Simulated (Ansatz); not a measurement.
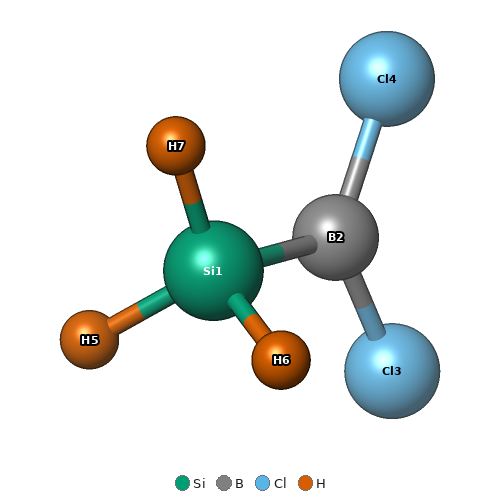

The system is BCl₂H₃Si, SMILES [SiH3]B(Cl)Cl; the picture shows the grid point nearest to the relaxed geometry. Two internal coordinates are moved rigidly from the geometry relaxed at PBE0-D4/def2-TZVP, all others fixed. Coordinates scanned: (1) bond Si1–H5; (2) angle B2–Si1–H7. The grid has 5 × 5 points. All energies are given in kJ/mol relative to the lowest grid point. The calculation used RKS PBE0-D4/def2-TZVPP (Ansatz 0.2.0).

Its coordinates:

```xyz
7

Si   -0.0913    0.8593   -0.2368
B     0.1686   -1.0764    0.2772
Cl   -1.2281   -2.0951    0.5160
Cl    1.7510   -1.7736    0.4927
H    -0.8627    0.9186   -1.5464
H    -0.9016    1.5301    0.8157
H     1.2034    1.5697   -0.3925
```

Range: bond Si1–H5 from 1.339 to 1.786 Å; angle B2–Si1–H7 from 82 to 142°.

**What landscape does the calculation give?**

The lowest grid point is at bond Si1–H5 = 1.521 Å, angle B2–Si1–H7 = 112°. No other kind of well shows on this grid. The highest grid point, bond Si1–H5 = 1.786 Å, angle B2–Si1–H7 = 82°, lies 107 kJ/mol above the lowest. Round the minimum the two coordinates are nearly uncoupled.

```tsv
angle B2–Si1–H7 ↓, bond Si1–H5 →	1.339	1.413	1.521	1.646	1.786
142	74	55	49	63	94
127	36	17	12	28	60
112	23	4	0	16	49
97	35	17	13	30	63
82	76	59	55	73	107
```

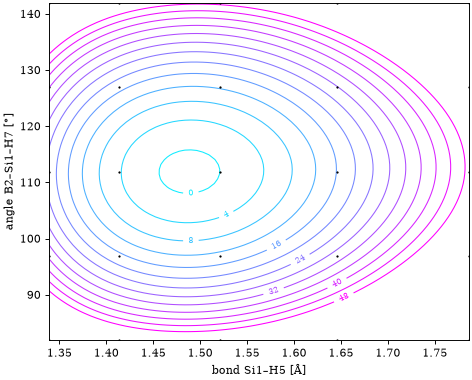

Drawn: contour lines labelled in kJ/mol (none above 48), dots at the grid points. Between grid points the surface is interpolated.
